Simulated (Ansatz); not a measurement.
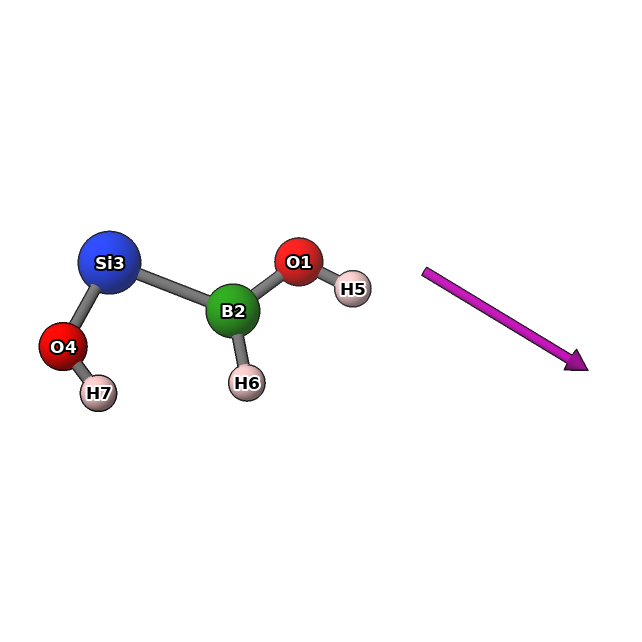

The arrow beside the molecule shows the direction of the dipole moment, from the negative to the positive end (its length means nothing). The computed structure is the end point of a PBE0-D4/def2-TZVP optimisation. No frequency run is at hand to confirm it as a minimum. Properties computed with RKS PBE0-D4/def2-TZVP (Ansatz 0.2.0).

**Estimate the dipole moment.**

3.70 D; it points from the side of Si3, O4 to the side of H5 (the outermost atoms at the two ends).
